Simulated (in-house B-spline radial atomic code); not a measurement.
**W⁺ in a hard spherical wall, part 1 of 2**

Aim: energy and levels of W⁺ squeezed by an impenetrable sphere of shrinking radius. More than one configuration is followed.

Program: in-house B-spline radial atomic code version 1. Level of theory: Dirac-Coulomb LDA (Slater, VWN5), spherical fractional occupations, Fermi nucleus, basis-set limit. These are calculated values, not measurements, unless marked.

### Step 1. The system

| Quantity | Value |
| --- | --- |
| element | tungsten (Z = 74) |
| charge | +1 |
| electrons | 73 |
| configuration | [Xe] 4f14 5d4 6s1 |
| Hamiltonian | Dirac-Coulomb |
| nucleus | Fermi, rms radius 5.366 fm |

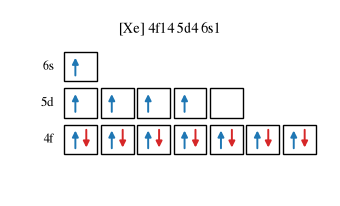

The shells outside the core, filled by Hund's rule for the drawing.

The boxes only draw the filling; these runs are spin-restricted and spherical.

### Step 2. The free system

Input settings:

```ini
Z = 74
electrons = 73.0
configuration = [Xe] 4f14 5d4 6s1
hamiltonian = dirac
method = lda,vwn
spin_polarised = False
nucleus = fermi
rms_radius = 5.3658
mass_number = 184
atomic_mass = 183.95093318
speed_of_light = 137.035999084
```

From the run's result record (rounded, not every field):

```text
status: converged
scf [iteration, energy, orbital gradient]:
  - [1, -16152.4572385, 0.5]
  - [2, -16151.6576225, 0.26]
  - [3, -16153.1120251, 0.152]
  - [4, -16153.4962187, 0.0576]
  - [5, -16153.3152739, 0.11]
  - [6, -16153.5767051, 0.00252]
  - [7, -16153.5768656, 0.000411]
  - [8, -16153.5768689, 2.74e-05]
  - [9, -16153.576869, 1.3e-05]
  - [10, -16153.576869, 3.34e-07]
energy [hartree]: {"total": -16153.576869, "kinetic": 18185.8913022, "nuclear": -40329.7034428, "coulomb": 6305.57755837, "xc": -315.342286773}
breit [hartree]: {"gaunt": 19.23307, "retardation": -2.039747, "frequency_dependence": -0.3287055}
qed [hartree]: {"self_energy": 13.99325, "uehling": -2.626086, "wichmann_kroll": 0.1042764}
recoil [hartree]: 0.02968898
total_with_corrections [hartree]: -16125.2111275
orbitals [hartree, bohr; first row names the columns]:
  - ["name", "occ", "eps", "<r>", "<r^2>", "<1/r>", "r_max", "density_at_nucleus", "small_component", "breit_shift", "self_energy", "hyperfine_A/g_I (MHz)"]
  - ["1s1/2", 2.0, -2547.5039, 0.018362, 0.00046376, 86.969, 0.011465, 545980.0, 0.077758, 8.9312, 5.5801, 164130000.0]
  - ["2s1/2", 2.0, -439.70032, 0.077, 0.0070717, 21.166, 0.065925, 78099.0, 0.017619, 1.1565, 0.81714, 22150000.0]
  - ["2p1/2", 2.0, -420.73116, 0.063674, 0.0050453, 21.146, 0.048968, 4805.8, 0.01771, 1.8167, 0.054987, 7091200.0]
  - ["2p3/2", 4.0, -371.0759, 0.071628, 0.0062456, 17.765, 0.05581, "-", 0.015988, 1.2483, 0.098815, 772630.0]
  - ["3s1/2", 2.0, -101.45563, 0.20076, 0.046217, 7.7673, 0.1857, 17545.0, 0.0057964, 0.25994, 0.18827, 4932500.0]
  - ["3p1/2", 2.0, -92.962801, 0.19066, 0.042374, 7.6884, 0.17378, 1206.7, 0.005748, 0.38817, 0.018502, 1576300.0]
  - ["3p3/2", 4.0, -82.228746, 0.20543, 0.048971, 6.8129, 0.18786, "-", 0.0052512, 0.26794, 0.025825, 171380.0]
  - ["3d3/2", 4.0, -67.834978, 0.17972, 0.037945, 6.7093, 0.14699, "-", 0.0051408, 0.22588, -0.001145, 88720.0]
  - ["3d5/2", 6.0, -65.49839, 0.18426, 0.039755, 6.5026, 0.1509, "-", 0.0050034, 0.17808, 0.004666, 34876.0]
  - ["4s1/2", 2.0, -21.123684, 0.44974, 0.22866, 3.2684, 0.42124, 4356.7, 0.001916, 0.066063, 0.046582, 1222300.0]
  - ["4p1/2", 2.0, -17.598144, 0.45469, 0.23564, 3.1601, 0.42079, 293.02, 0.0018277, 0.092281, 0.0043441, 373100.0]
  - ["4p3/2", 4.0, -15.101765, 0.48823, 0.27136, 2.8527, 0.45058, "-", 0.0016339, 0.061647, 0.0059141, 39670.0]
  - ["4d3/2", 4.0, -9.2897974, 0.50495, 0.29582, 2.6389, 0.44706, "-", 0.0014401, 0.044505, -0.00014934, 17802.0]
  - ["4d5/2", 6.0, -8.8297344, 0.51646, 0.3093, 2.5654, 0.45653, "-", 0.0013887, 0.034309, 0.00098947, 6921.7]
  - ["5s1/2", 2.0, -3.1840744, 1.0676, 1.2818, 1.2662, 0.9627, 775.78, 0.00042919, 0.012059, 0.0082882, 217550.0]
  - ["5p1/2", 2.0, -2.1356317, 1.1763, 1.5696, 1.1356, 1.0322, 44.087, 0.0003528, 0.013845, 0.00064872, 55884.0]
  - ["5p3/2", 4.0, -1.7711493, 1.2817, 1.8655, 1.0261, 1.1173, "-", 0.00030011, 0.0087654, 0.00084265, 5668.0]
  - ["4f5/2", 6.0, -1.5503848, 0.60288, 0.45662, 2.1012, 0.42537, "-", 0.00098261, 0.016441, -0.00017133, 2535.4]
  - ["4f7/2", 8.0, -1.4680045, 0.6126, 0.47234, 2.07, 0.43041, "-", 0.00096046, 0.01269, 0.00013288, 1354.3]
  - ["5d3/2", 1.6, -0.45841127, 1.9235, 4.4125, 0.68196, 1.4638, "-", 0.00013507, 0.0028074, -9.5574e-06, 1158.7]
  - ["5d5/2", 2.4, -0.42958937, 1.9963, 4.7581, 0.65594, 1.5121, "-", 0.00012539, 0.0020459, 6.1951e-05, 432.71]
  - ["6s1/2", 1.0, -0.45831166, 2.9427, 9.7585, 0.43058, 2.5595, 86.432, 5.799e-05, 0.0013471, 0.00092331, 24236.0]
sum_r [bohr^k]: {"-1": 545.0255, "1": 41.85816, "2": 53.78772}
density_at_nucleus [bohr^-3]: 1306297.0
```

Run time: 1.5 s. Hardware: 1 thread, shared host.

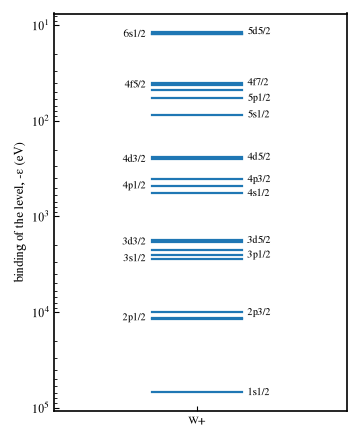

Orbital energies of this run on a logarithmic scale.

### Step 3. Wall at 6.54 bohr, configuration [Xe] 4f14 5d4 6s1

The settings differ from step 2 so:

```diff
@@ -11 +11,2 @@
 speed_of_light = 137.035999084
+wall_radius = 6.54
```

From the record:

```text
status: converged
iterations: 10
energy [hartree]: {"total": -16153.5698196, "kinetic": 18185.958916, "nuclear": -40330.5094305, "coulomb": 6306.3365253, "xc": -315.35583039}
breit [hartree]: {"gaunt": 19.23308, "retardation": -2.039748, "frequency_dependence": -0.3287041}
qed [hartree]: {"self_energy": 13.99328, "uehling": -2.626092, "wichmann_kroll": 0.1042766}
recoil [hartree]: 0.02968888
total_with_corrections [hartree]: -16125.2040385
orbitals [hartree, bohr; first row names the columns]:
  - ["name", "occ", "eps", "<r>"]
  - ["1s1/2", 2.0, -2547.4931, 0.018362]
  - ["2s1/2", 2.0, -439.68964, 0.077]
  - ["2p1/2", 2.0, -420.72047, 0.063674]
  - ["2p3/2", 4.0, -371.06521, 0.071628]
  - ["3s1/2", 2.0, -101.44505, 0.20076]
  - ["3p1/2", 2.0, -92.952214, 0.19066]
  - ["3p3/2", 4.0, -82.218166, 0.20543]
  - ["3d3/2", 4.0, -67.824383, 0.17972]
  - ["3d5/2", 6.0, -65.487798, 0.18426]
  - ["4s1/2", 2.0, -21.11312, 0.44974]
  - ["4p1/2", 2.0, -17.58758, 0.45469]
  - ["4p3/2", 4.0, -15.091199, 0.48823]
  - ["4d3/2", 4.0, -9.2792335, 0.50495]
  - ["4d5/2", 6.0, -8.819171, 0.51646]
  - ["5s1/2", 2.0, -3.1737698, 1.0677]
  - ["5p1/2", 2.0, -2.1254904, 1.1766]
  - ["5p3/2", 4.0, -1.7611879, 1.2821]
  - ["4f5/2", 6.0, -1.5398645, 0.60292]
  - ["4f7/2", 8.0, -1.4574882, 0.61265]
  - ["5d3/2", 1.6, -0.44948362, 1.9142]
  - ["5d5/2", 2.4, -0.42062603, 1.9815]
  - ["6s1/2", 1.0, -0.44801326, 2.8624]
sum_r [bohr^k]: {"-1": 545.0364, "1": 41.73051, "2": 52.74918}
energy_minus_base [hartree]: 0.00704941511
energy_minus_base_with_corrections [hartree]: 0.007088956
```

Run time: 0.94 s. Hardware: 1 thread, shared host.

energy_minus_base is the energy less that of the reference run.

### Step 4. Wall at 3.21 bohr, configuration [Xe] 4f14 5d4 6s1

The settings differ from step 3 so:

```diff
@@ -11,2 +11,2 @@
 speed_of_light = 137.035999084
-wall_radius = 6.54
+wall_radius = 3.21
```

From the record:

```text
status: converged
iterations: 10
energy [hartree]: {"total": -16152.4479415, "kinetic": 18191.0671606, "nuclear": -40362.4711284, "coulomb": 6334.93320627, "xc": -315.977179996}
breit [hartree]: {"gaunt": 19.23478, "retardation": -2.039972, "frequency_dependence": -0.3286393}
qed [hartree]: {"self_energy": 13.99452, "uehling": -2.626324, "wichmann_kroll": 0.1042854}
recoil [hartree]: 0.02968007
total_with_corrections [hartree]: -16124.0796049
orbitals [hartree, bohr; first row names the columns]:
  - ["name", "occ", "eps", "<r>"]
  - ["1s1/2", 2.0, -2547.0669, 0.018362]
  - ["2s1/2", 2.0, -439.26801, 0.077001]
  - ["2p1/2", 2.0, -420.29754, 0.063674]
  - ["2p3/2", 4.0, -370.64308, 0.071629]
  - ["3s1/2", 2.0, -101.03693, 0.20076]
  - ["3p1/2", 2.0, -92.543302, 0.19067]
  - ["3p3/2", 4.0, -81.810173, 0.20544]
  - ["3d3/2", 4.0, -67.414185, 0.17973]
  - ["3d5/2", 6.0, -65.077985, 0.18427]
  - ["4s1/2", 2.0, -20.709384, 0.44976]
  - ["4p1/2", 2.0, -17.183818, 0.45471]
  - ["4p3/2", 4.0, -14.687656, 0.48827]
  - ["4d3/2", 4.0, -8.875989, 0.50508]
  - ["4d5/2", 6.0, -8.4160907, 0.51661]
  - ["5s1/2", 2.0, -2.806202, 1.0759]
  - ["5p1/2", 2.0, -1.770693, 1.186]
  - ["5p3/2", 4.0, -1.416785, 1.286]
  - ["4f5/2", 6.0, -1.1424659, 0.60625]
  - ["4f7/2", 8.0, -1.0605508, 0.61627]
  - ["5d3/2", 1.6, -0.061634015, 1.6057]
  - ["5d5/2", 2.4, -0.02406067, 1.6292]
  - ["6s1/2", 1.0, 0.26262072, 1.9764]
sum_r [bohr^k]: {"-1": 545.4683, "1": 39.60706, "2": 41.58156}
energy_minus_base [hartree]: 1.12892747
energy_minus_base_with_corrections [hartree]: 1.13152253
```

Wall time 0.54 s (1 thread, shared host).

### Step 5. Wall at 1.41 bohr, configuration [Xe] 4f14 5d4 6s1

The settings differ from step 4 so:

```diff
@@ -11,2 +11,2 @@
 speed_of_light = 137.035999084
-wall_radius = 3.21
+wall_radius = 1.41
```

From the record:

```text
status: converged
iterations: 8
energy [hartree]: {"total": -16089.9551756, "kinetic": 18412.5168847, "nuclear": -40861.7266033, "coulomb": 6685.40057304, "xc": -326.146030045}
breit [hartree]: {"gaunt": 19.37092, "retardation": -2.060878, "frequency_dependence": -0.3302466}
qed [hartree]: {"self_energy": 14.02592, "uehling": -2.631188, "wichmann_kroll": 0.1044753}
recoil [hartree]: 0.02921168
total_with_corrections [hartree]: -16061.446967
orbitals [hartree, bohr; first row names the columns]:
  - ["name", "occ", "eps", "<r>"]
  - ["1s1/2", 2.0, -2540.4988, 0.018363]
  - ["2s1/2", 2.0, -433.06327, 0.077027]
  - ["2p1/2", 2.0, -414.01862, 0.0637]
  - ["2p3/2", 4.0, -364.40913, 0.071661]
  - ["3s1/2", 2.0, -95.34646, 0.20109]
  - ["3p1/2", 2.0, -86.815991, 0.19103]
  - ["3p3/2", 4.0, -76.131727, 0.20588]
  - ["3d3/2", 4.0, -61.651931, 0.18024]
  - ["3d5/2", 6.0, -59.332228, 0.1848]
  - ["4s1/2", 2.0, -15.748032, 0.45611]
  - ["4p1/2", 2.0, -12.240821, 0.46272]
  - ["4p3/2", 4.0, -9.8528251, 0.49853]
  - ["4d3/2", 4.0, -4.093831, 0.51989]
  - ["4d5/2", 6.0, -3.667377, 0.5317]
  - ["5s1/2", 2.0, 2.1855429, 0.8564]
  - ["5p1/2", 2.0, 3.6501854, 0.86306]
  - ["5p3/2", 4.0, 4.5149331, 0.87186]
  - ["4f5/2", 6.0, 3.5896401, 0.58459]
  - ["4f7/2", 8.0, 3.6655399, 0.58984]
  - ["5d3/2", 1.6, 7.1900259, 0.86513]
  - ["5d5/2", 2.4, 7.4150572, 0.86441]
  - ["6s1/2", 1.0, 16.818061, 0.84685]
sum_r [bohr^k]: {"-1": 552.2151, "1": 32.60214, "2": 22.53558}
energy_minus_base [hartree]: 63.6216934
energy_minus_base_with_corrections [hartree]: 63.7641604
```

It took 0.5 s on 1 thread, shared host.

### Step 6. Wall at 6.54 bohr, configuration [Xe] 4f14 5d3 6s1 6f1

Input settings:

```ini
Z = 74
electrons = 73.0
configuration = [Xe] 4f14 5d3 6s1 6f1
hamiltonian = dirac
method = lda,vwn
spin_polarised = False
nucleus = fermi
rms_radius = 5.3658
mass_number = 184
atomic_mass = 183.95093318
speed_of_light = 137.035999084
wall_radius = 6.54
```

From the record:

```text
status: converged
iterations: 10
energy [hartree]: {"total": -16152.4702543, "kinetic": 18186.3502158, "nuclear": -40319.8105318, "coulomb": 6296.1669939, "xc": -315.176932221}
breit [hartree]: {"gaunt": 19.23293, "retardation": -2.039711, "frequency_dependence": -0.3287233}
qed [hartree]: {"self_energy": 13.99349, "uehling": -2.626127, "wichmann_kroll": 0.1042779}
recoil [hartree]: 0.02968809
total_with_corrections [hartree]: -16124.1044267
orbitals [hartree, bohr; first row names the columns]:
  - ["name", "occ", "eps", "<r>"]
  - ["1s1/2", 2.0, -2547.6392, 0.018362]
  - ["2s1/2", 2.0, -439.83634, 0.077]
  - ["2p1/2", 2.0, -420.86745, 0.063673]
  - ["2p3/2", 4.0, -371.21206, 0.071628]
  - ["3s1/2", 2.0, -101.58674, 0.20076]
  - ["3p1/2", 2.0, -93.09416, 0.19066]
  - ["3p3/2", 4.0, -82.359849, 0.20543]
  - ["3d3/2", 4.0, -67.966944, 0.17971]
  - ["3d5/2", 6.0, -65.630223, 0.18425]
  - ["4s1/2", 2.0, -21.25569, 0.44976]
  - ["4p1/2", 2.0, -17.730248, 0.45471]
  - ["4p3/2", 4.0, -15.234233, 0.48826]
  - ["4d3/2", 4.0, -9.4224812, 0.50499]
  - ["4d5/2", 6.0, -8.9625212, 0.5165]
  - ["5s1/2", 2.0, -3.3128909, 1.0652]
  - ["5p1/2", 2.0, -2.2604266, 1.1711]
  - ["5p3/2", 4.0, -1.8917569, 1.2736]
  - ["4f5/2", 6.0, -1.6824261, 0.60222]
  - ["4f7/2", 8.0, -1.6000109, 0.61182]
  - ["5d3/2", 1.2, -0.55231309, 1.835]
  - ["5d5/2", 1.8, -0.52060625, 1.8944]
  - ["6s1/2", 1.0, -0.50990578, 2.7861]
  - ["6f5/2", 0.42857, 0.58513693, 3.5881]
  - ["6f7/2", 0.57143, 0.58768427, 3.5928]
sum_r [bohr^k]: {"-1": 544.8918, "1": 42.97803, "2": 61.63658}
energy_minus_base [hartree]: 1.10661462
energy_minus_base_with_corrections [hartree]: 1.10670079
```

Wall time 0.85 s (1 thread, shared host).

(Continued in part 2 of 2.)
